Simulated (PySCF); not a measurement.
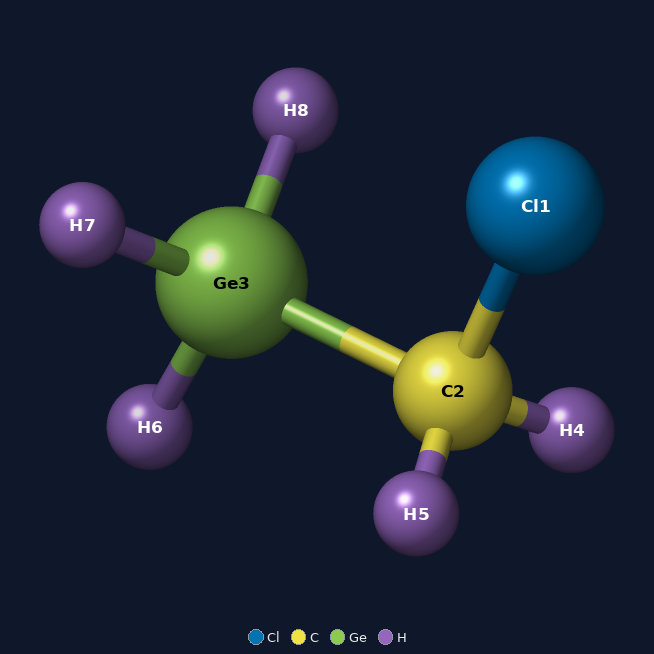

The geometry was computed by an optimisation with GFN2-xTB. No frequency run is at hand to confirm it as a minimum. Level of theory: delta-SCF UKS SCAN, pcX-2 on the ionised atom, pcseg-1 elsewhere, spin-free X2C (PySCF 2.14.0).

Give the core-electron binding energies (to vacuum; p and d levels without spin–orbit splitting) of Cl1 1s, Cl1 2p, C2 1s.

```json
{"atom": "Cl1", "level": "1s", "binding energy (eV)": "2828.6"}
{"atom": "Cl1", "level": "2p", "binding energy (eV)": "206.5"}
{"atom": "C2", "level": "1s", "binding energy (eV)": "291.9"}
```

The geometry is semi-empirical. Around Ge such bond lengths and angles can be off by a tenth of an ångström or more and by several degrees, and values that hang on the shape move with them.
